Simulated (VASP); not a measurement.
Band structure of NbC (space group Fm-3m). All values below come from LDA (Ceperley-Alder, Perdew-Zunger), VASP's LDA PAW potentials (set 64) (plane waves; VASP 6.6.1).

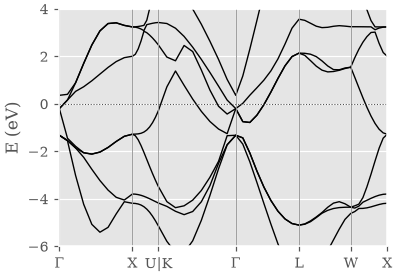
Bands along high-symmetry lines, zero at the valence-band maximum or, without a gap, the Fermi level

Read the plot: is there a gap, and where are the band edges?

It has no gap at this level: it comes out as a metal or semimetal.

The structure is a typed NbC crystal. The cell was not relaxed at this level. The electron count is odd and the run is not spin-polarised, which forces a metal. VASP warned that the highest band is occupied, so more bands are needed.
